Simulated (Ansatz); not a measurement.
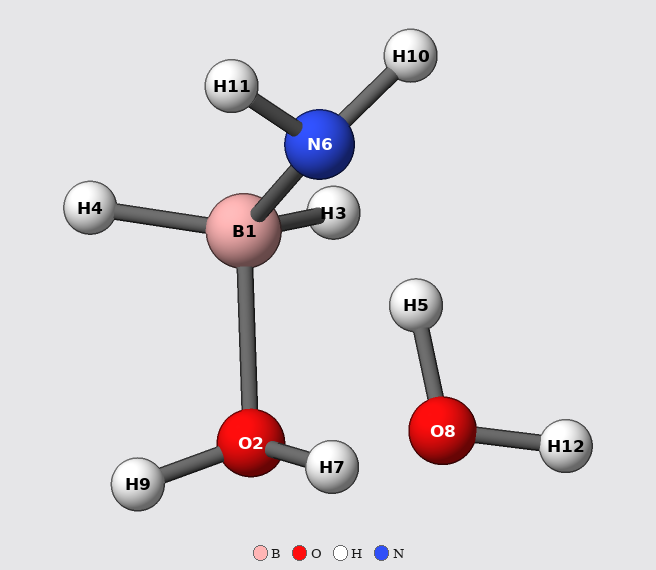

Harmonic vibrations computed with RKS PBE0-D4/def2-TZVP (Ansatz 0.2.0) at a stationary point of the same level.

Question: How many imaginary frequencies does it have?

Answer: A minimum: no imaginary frequency, and the lowest mode lies at 78 cm⁻¹.

Question: How many vibrational modes are there, and where do they lie?

Answer: 30 modes: 78, 236, 309, 329, 348, 408, 508, 576, 623, 711, 781, 848, 941, 1001, 1036, 1136, 1164, 1210, 1302, 1622, 1658, 1677, 2470, 2541, 2721, 2971, 3560, 3637, 3889, 3903 cm⁻¹.
